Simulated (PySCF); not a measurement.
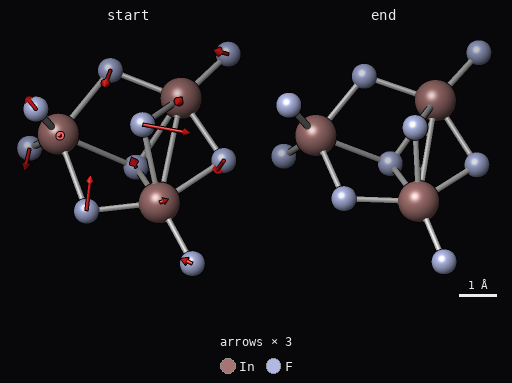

The structure of In3F9 before (left) and after (right) a relaxation, at one scale. The red arrows give the displacements, magnified 3 times.

A ball-and-stick model, seen at a tilt.

The start comes from GFN2-xTB. Its atoms were then displaced at random by about 0.03 Å.

The calculation used PBE0-D3(BJ)/def2-SVP geometry optimisation, gas phase in PySCF. 

Summarise the run.

Answer. After 27 geometry steps the energy has fallen by 23.9 kcal/mol. The largest move after the best rigid fit is that of an F atom, 0.46 Å. By element the largest moves are F 0.46 Å, In 0.17 Å. Near-neighbour distances that change, for instance: F–In 2.647 → 3.086 Å, F–In 2.436 → 2.162 Å, F–In 2.415 → 2.160 Å, F–In 2.376 → 2.125 Å. Bond angles that change, for instance: F–In–F 93.1° → 107.7°, F–In–F 150.7° → 141.0°, F–In–In 108.7° → 99.0°.
